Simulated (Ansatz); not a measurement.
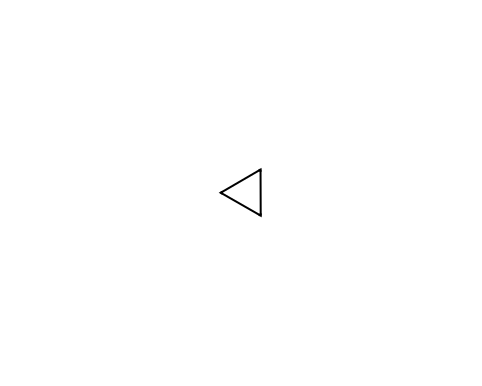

A structural formula.

Question: Write the SMILES.

Answer: C1CC1

Question: What is the molecular formula?

Answer: C3H6.

Question: An optimisation with PBE0-D4/def2-TZVP gave a structure of which point group?

Answer: D3h.

More results for the same structure follow; atom numbers are the same in all pictures, views and colours differ. Computed geometry: PBE0-D4/def2-TZVP optimisation.

**Levels of theory compared**

Program: Ansatz 0.2.0.

Tabulate HOMO–LUMO gap (eV) at these levels: BLYP-D4/def2-TZVPP; HSE06-D4/def2-TZVPP; PBE0-D4/def2-TZVPP; revPBE-D4/def2-TZVPP; ωB97M-V/def2-SVP; ωB97M-V/def2-TZVPP.

```csv
level,HOMO–LUMO gap (eV)
BLYP-D4/def2-TZVPP,7.78
HSE06-D4/def2-TZVPP,9.32
PBE0-D4/def2-TZVPP,10.10
revPBE-D4/def2-TZVPP,7.95
ωB97M-V/def2-SVP,14.60
ωB97M-V/def2-TZVPP,13.90
```

**Vibrations**

Harmonic vibrations computed with RKS PBE0-D4/def2-TZVP (Ansatz 0.2.0) at a stationary point of the same level.

Question: List the wavenumbers.

Answer: 21 modes: 741, 741, 858, 915, 915, 1054, 1054, 1088, 1154, 1210, 1210, 1238, 1466, 1466, 1520, 3151, 3151, 3159, 3229, 3229, 3250 cm⁻¹.

**Thermal motion**

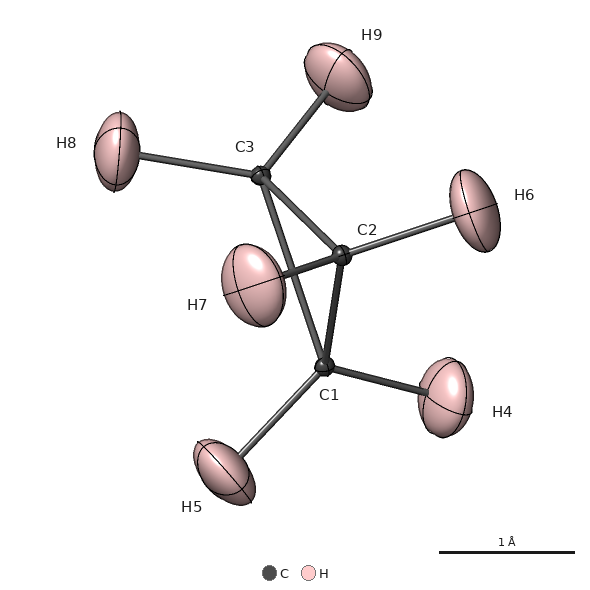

Displacement ellipsoids at the 50 % level, enlarged 1.5 times, from the internal vibrations of the free molecule (harmonic, no overall translation or rotation; no half-axis is drawn under 0.075 Å). Vibrations computed with RKS PBE0-D4/def2-TZVP (Ansatz 0.2.0). Temperature: 600 K.

Question: Which atom has the largest mean-square displacement?

Answer: H4, H5, H6, H7, H8, H9, with U_eq = 0.0133 Å².

Question: Does H5 move more along its bond or across it?

Answer: Across it: the root-mean-square amplitude is 0.073 Å along the bond and up to 0.136 Å across, since bending and torsion are softer than stretching.

Give the displacement parameters, one line for each set of equivalent atoms.

| atom | U_eq (Å²) | rms amplitudes (Å) |
| --- | --- | --- |
| C1, C2, C3 | 0.00074 | 0.020, 0.029, 0.032 |
| H4, H5, H6, H7… | 0.0133 | 0.073, 0.127, 0.136 |

**Charges**

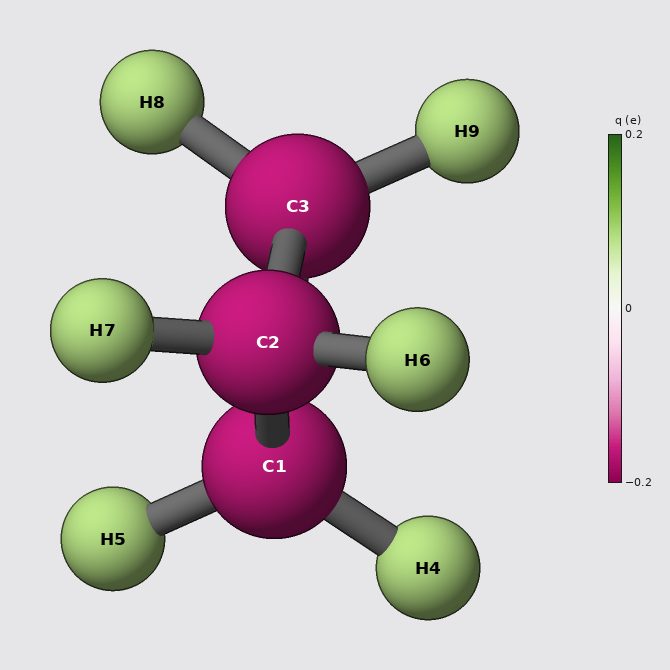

Atoms are coloured by their Mulliken charges. Method: RKS B3LYP-D4/def2-TZVPP (Ansatz 0.2.0).

Give the Mulliken charges atom by atom.

```json
{"atom": "C1", "value (e)": "−0.16"}
{"atom": "C2", "value (e)": "−0.16"}
{"atom": "C3", "value (e)": "−0.16"}
{"atom": "H4", "value (e)": "0.08"}
{"atom": "H5", "value (e)": "0.08"}
{"atom": "H6", "value (e)": "0.08"}
{"atom": "H7", "value (e)": "0.08"}
{"atom": "H8", "value (e)": "0.08"}
{"atom": "H9", "value (e)": "0.08"}
```

Mulliken values depend strongly on the basis set and can even reverse the polarity of a bond.
